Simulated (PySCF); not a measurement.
**Geometry relaxation, with input and output: C2H3Al (part 1 of 2)**

C2H3Al (AlH2(CCH)), SMILES [H][Al]([H])[C]#C, computed with HF/STO-3G, RHF, dispersion D3(BJ) (PySCF 2.14.0).

The atoms were displaced at random from an optimised geometry. Figures and captions count atoms from 1; the log counts them from 0 in places.

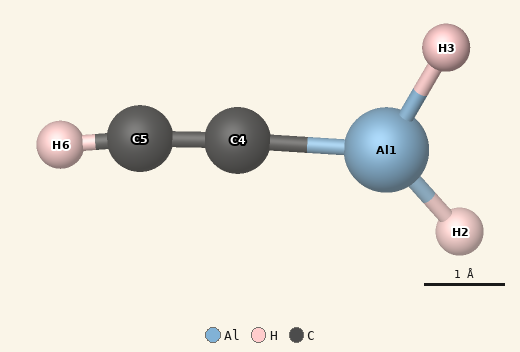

*The structure as given in the input (ball-and-stick view, seen at a tilt; atoms are numbered from 1 in the order of the input). Sticks mark near contacts.*

Bond lengths as drawn: Al–C 1.87 Å, Al–H 1.51 to 1.61 Å, C–C 1.22 Å and C–H 1.00 Å.

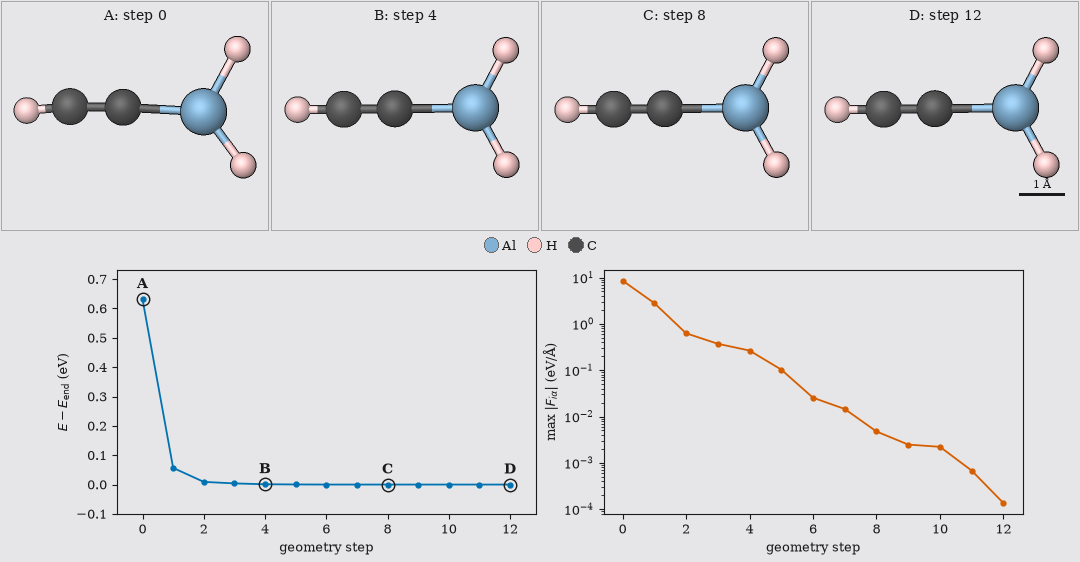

*Frames of the relaxation (ball-and-stick view, seen at a tilt) above the curves, on which the letters mark them (steps are counted from 0).*

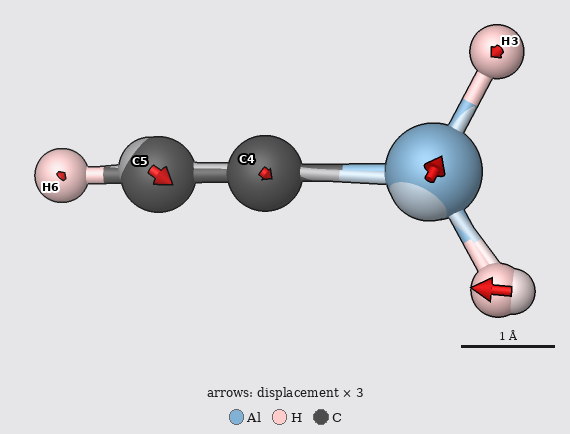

*Start (faint) and end (solid) with the displacements as red arrows, magnified 3 times (ball-and-stick view, seen at a tilt). The two geometries are laid on each other by the best rigid fit.*

The energy falls by 0.632 eV in 12 geometry steps. The largest force component goes from 8.6 to 0.00014 eV/Å. H2 moves most after the best rigid fit: 0.16 Å. Largest moves by element: H 0.16 Å, Al 0.11 Å, C 0.11 Å. Among the contacts that change: Al1–H3 1.612 → 1.471 Å, C5–H6 1.001 → 1.064 Å, C4–C5 1.221 → 1.176 Å, Al1–H2 1.512 → 1.471 Å. Among the angles that change: H2–Al1–C4 129.8° → 118.5°, H2–Al1–H3 114.9° → 123.0°, C4–C5–H6 174.1° → 180.0°. (Atoms are counted from 1 in the order of the input.)

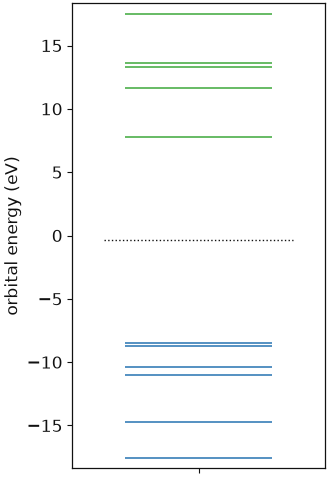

*Orbital energies near the frontier; the dotted line parts filled from empty levels, and levels within 0.02 eV of each other stand side by side.*

Highest filled −8.45 eV, lowest empty 7.76 eV, 16.21 eV apart.

These pictures come from the run below.

The input (run.py):
```python
from pyscf import gto
from pyscf.geomopt.geometric_solver import kernel as optimise

molecule = gto.M(
    atom=[
    ('Al', (0.702369, 1.051869, 0.072745)),
    ('H', (2.206078, 1.208635, 0.069490)),
    ('H', (-0.124060, 2.428343, -0.072411)),
    ('C', (-0.337951, -0.495145, -0.005994)),
    ('C', (-0.976197, -1.535577, -0.036706)),
    ('H', (-1.410954, -2.437018, -0.041064)),
],
    max_memory=1860,
    charge=0,
    verbose=3,
    basis='sto-3g',
)

hf = molecule.RHF()
hf.disp = 'd3bj'
converged, mol_eq = optimise(hf, maxsteps=100, convergence_set='GAU_TIGHT')
print('converged:', converged)
print(mol_eq.tostring())

hf.reset(mol_eq)
molecule = mol_eq
hf.kernel()
e_final = hf.e_tot
print('E(%s) = %.9f' % ('HF', e_final))
```

Launched with:
```bash
OMP_NUM_THREADS=1 python run.py
```

What the program printed:
```
#|     Arguments passed to driver run_optimizer():      |#
convergence_set           GAU_TIGHT
customengine              <pyscf.geomopt.geometric_solver.PySCFEngine object>
maxiter                   100
----------------------------------------------------------
Custom engine selected.
Bonds will be generated from interatomic distances less than 1.20 times sum of covalent radii
18 internal coordinates being used (instead of 18 Cartesians)
Internal coordinate system (atoms numbered from 1):
Distance 1-2
Distance 1-3
Distance 1-4
Distance 4-5
Distance 5-6
Angle 2-1-4
Angle 3-1-4
LinearAngleX 1-4-5
LinearAngleY 1-4-5
LinearAngleX 4-5-6
LinearAngleY 4-5-6
Out-of-Plane 1-2-3-4
Translation-X 1-6
Translation-Y 1-6
Translation-Z 1-6
Rotation-A 1-6
Rotation-B 1-6
Rotation-C 1-6
<class 'geometric.internal.Distance'> : 5
<class 'geometric.internal.Angle'> : 2
<class 'geometric.internal.LinearAngle'> : 4
<class 'geometric.internal.OutOfPlane'> : 1
<class 'geometric.internal.TranslationX'> : 1
<class 'geometric.internal.TranslationY'> : 1
<class 'geometric.internal.TranslationZ'> : 1
<class 'geometric.internal.RotationA'> : 1
<class 'geometric.internal.RotationB'> : 1
<class 'geometric.internal.RotationC'> : 1
> ===== Optimization Info: ====
> Job type: Energy minimization
> Maximum number of optimization cycles: 100
> Initial / maximum trust radius (Angstrom): 0.100 / 0.300
> Convergence Criteria:
> Will converge when all 5 criteria are reached:
>  |Delta-E| < 1.00e-06
>  RMS-Grad  < 1.00e-05
>  Max-Grad  < 1.50e-05
>  RMS-Disp  < 4.00e-05
>  Max-Disp  < 6.00e-05
> === End Optimization Info ===

Geometry optimization cycle 1
Cartesian coordinates (Angstrom)
 Atom        New coordinates             dX        dY        dZ
  Al   0.702369   1.051869   0.072745    0.000000  0.000000  0.000000
   H   2.206078   1.208635   0.069490    0.000000  0.000000  0.000000
   H  -0.124060   2.428343  -0.072411    0.000000  0.000000  0.000000
   C  -0.337951  -0.495145  -0.005994    0.000000  0.000000  0.000000
   C  -0.976197  -1.535577  -0.036706    0.000000  0.000000  0.000000
   H  -1.410954  -2.437018  -0.041064    0.000000  0.000000  0.000000

WARN: Mole.unit (angstrom) is changed to Bohr

converged SCF energy = -315.500462561339
--------------- RHF_Scanner gradients ---------------
         x                y                z
0 Al     0.0204971995    -0.0622472354     0.0157682124
1 H     0.0186386366     0.0134384530    -0.0036390623
2 H    -0.0271736235     0.0489339403    -0.0082727233
3 C     0.0524891908     0.1017972493    -0.0006215387
4 C    -0.1025976930    -0.1669106880    -0.0050807462
5 H     0.0381462895     0.0649882807     0.0018458581
----------------------------------------------
cycle 1: E = -315.500462561  dE = -315.5  norm(grad) = 0.255925
Step    0 : Gradient = 1.045e-01/1.960e-01 (rms/max) Energy = -315.5004625613
Hessian Eigenvalues: 4.50000e-02 5.00000e-02 5.00000e-02 ... 2.50000e-01 4.75455e-01 9.49490e-01

Geometry optimization cycle 2
Cartesian coordinates (Angstrom)
 Atom        New coordinates             dX        dY        dZ
  Al   0.681158   1.110809  -0.014950   -0.021211  0.058940 -0.087695
   H   2.144585   1.103809   0.110979   -0.061493 -0.104826  0.041489
   H  -0.156512   2.318387  -0.032117   -0.032452 -0.109956  0.040294
   C  -0.303685  -0.459739  -0.030711    0.034266  0.035406 -0.024717
   C  -0.901440  -1.452864  -0.029116    0.074757  0.082713  0.007590
   H  -1.404821  -2.399296  -0.018024    0.006133  0.037722  0.023040
converged SCF energy = -315.521592572369
--------------- RHF_Scanner gradients ---------------
         x                y                z
0 Al     0.0087702762    -0.0029355494    -0.0045898253
1 H    -0.0009607829     0.0011708661     0.0017761869
2 H    -0.0037783461    -0.0042755281     0.0016753815
3 C    -0.0302020840    -0.0393630632     0.0015622842
4 C     0.0272595278     0.0545577535    -0.0010025905
5 H    -0.0010885910    -0.0091544790     0.0005785631
----------------------------------------------
cycle 2: E = -315.521592572  dE = -0.02113  norm(grad) = 0.0801089
Step    1 : Displace = 1.003e-01/1.284e-01 (rms/max) Trust = 1.000e-01 (=) Grad = 3.270e-02/6.100e-02 (rms/max) E (change) = -315.5215925724 (-2.113e-02) Quality = 0.679
Hessian Eigenvalues: 4.78129e-02 5.00000e-02 5.00000e-02 ... 2.50028e-01 4.83991e-01 1.15199e+00

Geometry optimization cycle 3
Cartesian coordinates (Angstrom)
 Atom        New coordinates             dX        dY        dZ
  Al   0.654590   1.128435   0.026814   -0.026568  0.017626  0.041764
   H   2.119279   1.105462   0.085421   -0.025306  0.001652 -0.025557
   H  -0.111047   2.363425  -0.050915    0.045465  0.045038 -0.018797
   C  -0.290330  -0.472050  -0.011803    0.013355 -0.012312  0.018907
   C  -0.890179  -1.488869  -0.026346    0.011261 -0.036005  0.002770
   H  -1.423028  -2.415295  -0.037111   -0.018207 -0.016000 -0.019087
converged SCF energy = -315.523345638533
--------------- RHF_Scanner gradients ---------------
         x                y                z
0 Al     0.0001381776     0.0067416233     0.0025199623
1 H    -0.0026957274     0.0010567881    -0.0010361135
2 H     0.0042131277    -0.0078534590    -0.0004730117
3 C     0.0057847508     0.0121834197    -0.0010017925
4 C    -0.0055922673    -0.0076085562    -0.0001942306
5 H    -0.0018480614    -0.0045198159     0.0001851860
----------------------------------------------
cycle 3: E = -315.523345639  dE = -0.00175307  norm(grad) = 0.0209024
Step    2 : Displace = 4.391e-02/6.726e-02 (rms/max) Trust = 1.000e-01 (=) Grad = 8.533e-03/1.352e-02 (rms/max) E (change) = -315.5233456385 (-1.753e-03) Quality = 0.812
Hessian Eigenvalues: 5.00000e-02 5.00000e-02 5.00000e-02 ... 2.50208e-01 4.73645e-01 1.38258e+00

Geometry optimization cycle 4
Cartesian coordinates (Angstrom)
 Atom        New coordinates             dX        dY        dZ
  Al   0.647992   1.126867  -0.001669   -0.006598 -0.001568 -0.028482
   H   2.117171   1.085333   0.099723   -0.002108 -0.020128  0.014302
   H  -0.117921   2.397416  -0.039528   -0.006874  0.033991  0.011387
   C  -0.284509  -0.480445  -0.019119    0.005821 -0.008394 -0.007316
   C  -0.881152  -1.496518  -0.023819    0.009027 -0.007649  0.002527
   H  -1.422296  -2.411546  -0.029529    0.000733  0.003749  0.007582
converged SCF energy = -315.52353606398
--------------- RHF_Scanner gradients ---------------
         x                y                z
0 Al     0.0021686532    -0.0050225324    -0.0024257112
1 H     0.0008530864     0.0000091905     0.0009740086
2 H    -0.0030597122     0.0056599916     0.0007546675
3 C     0.0038865364     0.0058543944     0.0006453190
4 C    -0.0040237256    -0.0072293041     0.0001377788
5 H     0.0001751618     0.0007282600    -0.0000860627
----------------------------------------------
cycle 4: E = -315.523536064  dE = -0.000190425  norm(grad) = 0.0140816
Step    3 : Displace = 2.301e-02/3.693e-02 (rms/max) Trust = 1.414e-01 (+) Grad = 5.749e-03/8.275e-03 (rms/max) E (change) = -315.5235360640 (-1.904e-04) Quality = 0.410
Hessian Eigenvalues: 5.00000e-02 5.00000e-02 5.00000e-02 ... 2.52871e-01 4.67510e-01 1.19493e+00

Geometry optimization cycle 5
Cartesian coordinates (Angstrom)
 Atom        New coordinates             dX        dY        dZ
  Al   0.645493   1.128005   0.021781   -0.002498  0.001138  0.023450
   H   2.116206   1.082815   0.087123   -0.000965 -0.002518 -0.012600
   H  -0.118117   2.386445  -0.050377   -0.000196 -0.010971 -0.010849
   C  -0.286507  -0.478021  -0.010033   -0.001998  0.002424  0.009086
   C  -0.879647  -1.490745  -0.024300    0.001505  0.005774 -0.000481
   H  -1.418144  -2.407394  -0.038135    0.004152  0.004152 -0.008606
converged SCF energy = -315.523645394454
--------------- RHF_Scanner gradients ---------------
         x                y                z
0 Al    -0.0004607653    -0.0008938946     0.0017639179
1 H     0.0007387503    -0.0002405584    -0.0005514602
2 H    -0.0006447264     0.0009884115    -0.0006464770
3 C    -0.0026708030    -0.0051593533    -0.0008359935
4 C     0.0029099889     0.0048682977     0.0002480896
5 H     0.0001275555     0.0004370970     0.0000219231
----------------------------------------------
cycle 5: E = -315.523645394  dE = -0.00010933  norm(grad) = 0.0085866
Step    4 : Displace = 1.412e-02/2.340e-02 (rms/max) Trust = 1.414e-01 (=) Grad = 3.505e-03/5.869e-03 (rms/max) E (change) = -315.5236453945 (-1.093e-04) Quality = 0.644
Hessian Eigenvalues: 5.00000e-02 5.00000e-02 5.00000e-02 ... 2.52269e-01 4.66102e-01 1.42821e+00

Geometry optimization cycle 6
Cartesian coordinates (Angstrom)
 Atom        New coordinates             dX        dY        dZ
  Al   0.647347   1.128323   0.009395    0.001853  0.000318 -0.012386
   H   2.115266   1.088648   0.093383   -0.000940  0.005832  0.006260
   H  -0.114080   2.381147  -0.044440    0.004037 -0.005299  0.005936
   C  -0.288245  -0.476311  -0.013969   -0.001737  0.001710 -0.003936
   C  -0.882609  -1.491086  -0.024250   -0.002962 -0.000341  0.000050
   H  -1.418394  -2.409614  -0.034059   -0.000250 -0.002220  0.004076
converged SCF energy = -315.523666933247
--------------- RHF_Scanner gradients ---------------
         x                y                z
0 Al    -0.0007083852     0.0017566006    -0.0006193980
1 H    -0.0003152861     0.0001759297     0.0002003225
2 H     0.0011662381    -0.0020012852     0.0003048544
3 C     0.0004015609     0.0008121085     0.0000419617
4 C    -0.0007748510    -0.0009617282     0.0000819161
5 H     0.0002307233     0.0002183747    -0.0000096567
----------------------------------------------
cycle 6: E = -315.523666933  dE = -2.15388e-05  norm(grad) = 0.00347208
Step    5 : Displace = 7.769e-03/1.243e-02 (rms/max) Trust = 1.414e-01 (=) Grad = 1.417e-03/2.336e-03 (rms/max) E (change) = -315.5236669332 (-2.154e-05) Quality = 0.438
Hessian Eigenvalues: 5.00000e-02 5.00000e-02 5.00000e-02 ... 2.52825e-01 4.61954e-01 1.37324e+00

Geometry optimization cycle 7
Cartesian coordinates (Angstrom)
 Atom        New coordinates             dX        dY        dZ
  Al   0.647124   1.128473   0.012783   -0.000222  0.000150  0.003388
   H   2.115458   1.085164   0.091569    0.000193 -0.003484 -0.001815
   H  -0.115978   2.385853  -0.046339   -0.001899  0.004706 -0.001899
   C  -0.287543  -0.476700  -0.012200    0.000702 -0.000389  0.001769
   C  -0.881431  -1.491635  -0.024168    0.001178 -0.000549  0.000082
   H  -1.418345  -2.410048  -0.035585    0.000049 -0.000434 -0.001526
converged SCF energy = -315.523680073226
--------------- RHF_Scanner gradients ---------------
         x                y                z
0 Al     0.0003706094    -0.0001549420     0.0000598065
1 H    -0.0001907116    -0.0000369491    -0.0000036760
2 H    -0.0001968037     0.0002191574    -0.0000077525
3 C     0.0003963578     0.0004946778    -0.0001325128
4 C    -0.0002925774    -0.0003643613     0.0000952722
5 H    -0.0000868745    -0.0001575829    -0.0000111375
----------------------------------------------
cycle 7: E = -315.523680073  dE = -1.314e-05  norm(grad) = 0.000984283
Step    6 : Displace = 3.275e-03/5.455e-03 (rms/max) Trust = 1.414e-01 (=) Grad = 4.018e-04/6.476e-04 (rms/max) E (change) = -315.5236800732 (-1.314e-05) Quality = 0.905
Hessian Eigenvalues: 5.00000e-02 5.00000e-02 5.00000e-02 ... 2.80993e-01 4.65605e-01 1.34358e+00
```
